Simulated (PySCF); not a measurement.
# HfO: what the fields show

```yaml
atoms:
  - { symbol: Hf, position_ang: [0.0000, 0.0000, -0.1402] }
  - { symbol: O, position_ang: [0.0000, 0.0000, 1.5778] }
```

Core potentials replace the inner electrons of Hf.

All numbers below come from PBE0/cc-pVDZ(-PP), non-relativistic Hamiltonian with scalar-relativistic core potentials where named, at a bond length of 1.718 Å (PySCF 2.14.0).

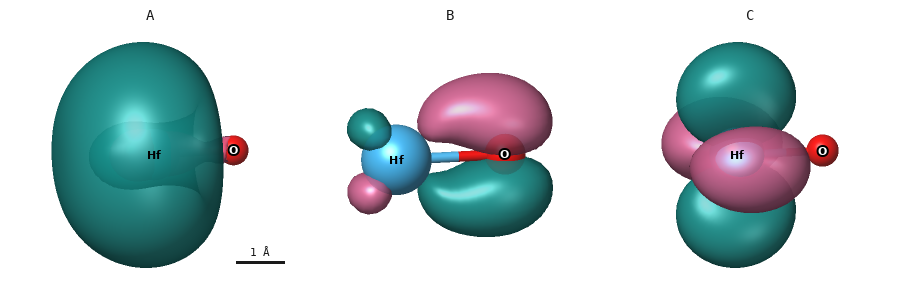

Figure 1. Three frontier orbitals, each drawn at the value that holds 80 % of its norm (teal and pink are the two phases), in no order; of a degenerate pair one member is drawn.

> Label each orbital by symmetry, say whether it is occupied, and order them by energy.

Orbital B: π, occupied, −9.49 eV; mainly on O (75 %).
Orbital A: σ, occupied, −5.83 eV; almost wholly on Hf.
Orbital C: δ, empty, −2.39 eV; almost wholly on Hf.

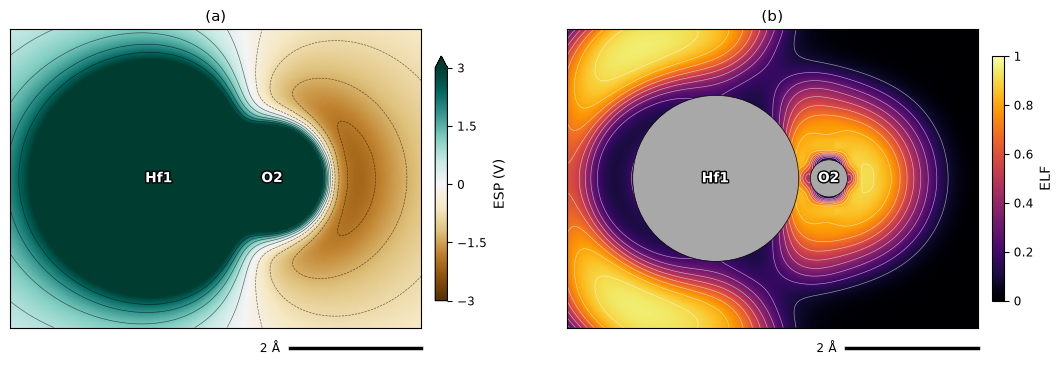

Figure 2. (a) electrostatic potential; (b) electron localisation function on a plane that holds the molecular axis. Grey discs cover the atomic cores in the ELF map.

> Interpret the plot.

The section cuts through Hf and O sites.
Hf–O (1.72 Å): the ELF peaks at about 0.80 in the valence shell of O, 0.5 Å from its nucleus, and drops to about 0.40 between the two atoms.
Outside the dense part of the molecule the potential is most negative (−2.1 V) near O2.

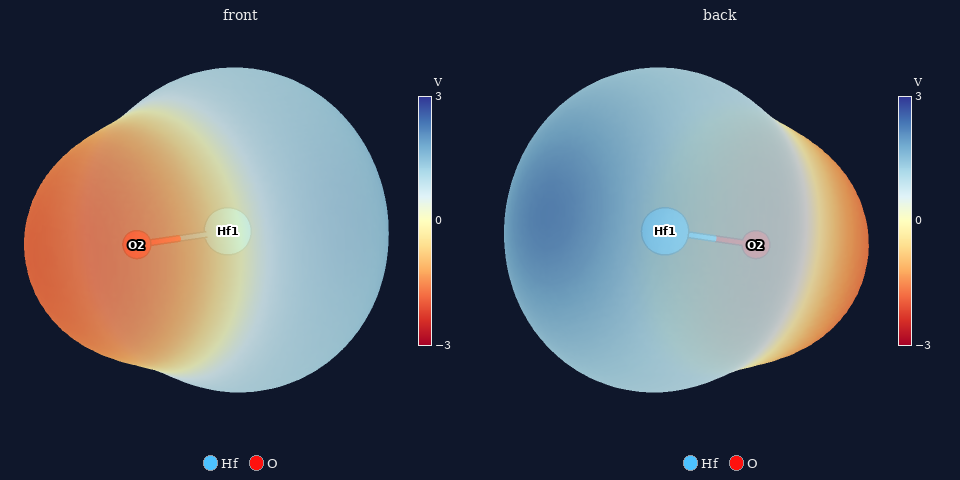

Figure 3. The molecular electrostatic potential painted on the density surface at 0.002 e/bohr³, seen from the front and from behind; red is negative and blue positive.

> Where is the surface potential most negative and most positive?

The most negative region (about −1.8 V) lies over O2, the most positive (about +2.2 V) over Hf1. O2 is the likeliest acceptor of a hydrogen bond.
